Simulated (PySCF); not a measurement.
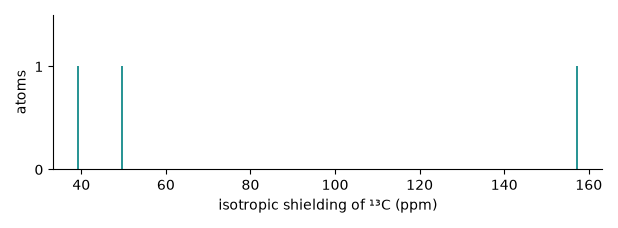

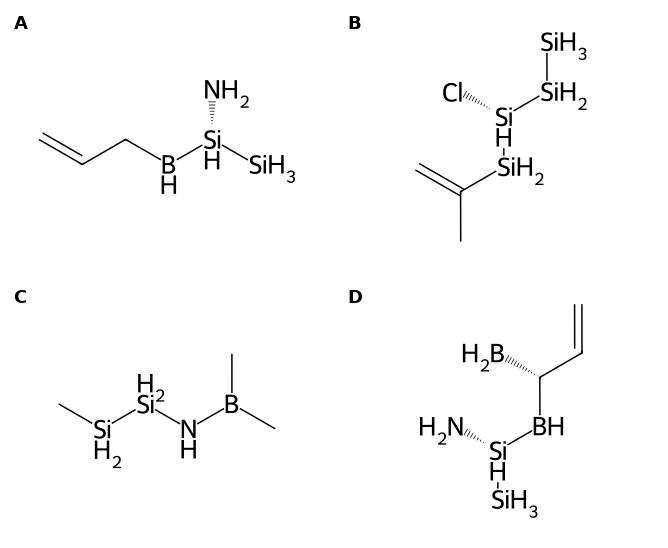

The sticks are computed shieldings of one of the molecules, for one fixed geometry (GFN2-xTB) without averaging over rotations. Low shielding means a high chemical shift. Method: GIAO PBE0/pcSseg-1 NMR shielding, non-relativistic, gas phase (PySCF 2.14.0).

Which molecule gives this pattern?

Answer. B, `C=C(C)[SiH2][Si@H](Cl)[SiH2][SiH3]`. Its 3 C atoms give lines at 39.3, 49.7, 157.3 ppm.

The geometry is semi-empirical. Around B, Si such bond lengths and angles can be off by a tenth of an ångström or more and by several degrees, and values that hang on the shape move with them.
